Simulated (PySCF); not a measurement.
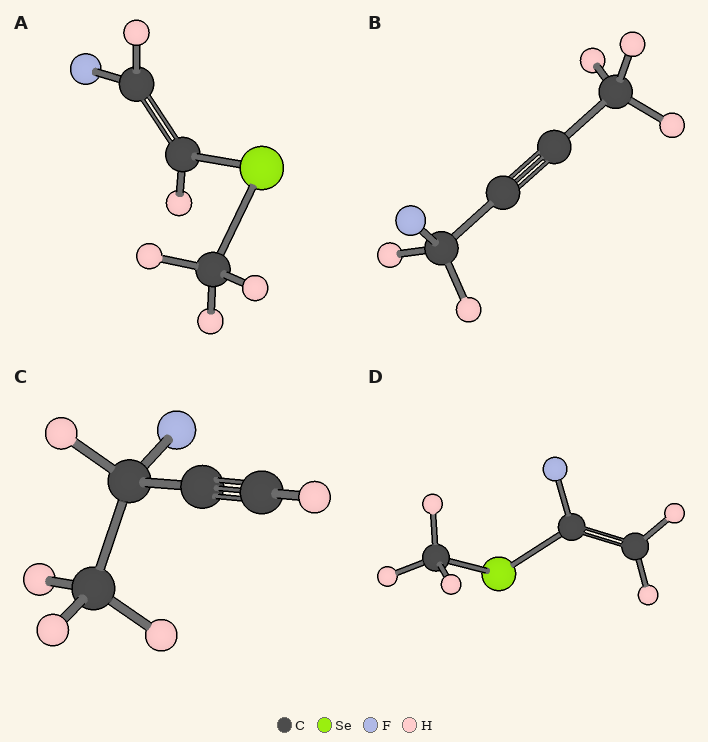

Source: calculation with PySCF.

Q: Match each picture to its SMILES.
(1) CC#CCF
(2) C#C[C@H](C)F
(3) C=C(F)[Se]C
(4) C[Se]/C=C/F

A: A is (4), B is (1), C is (2), D is (3).
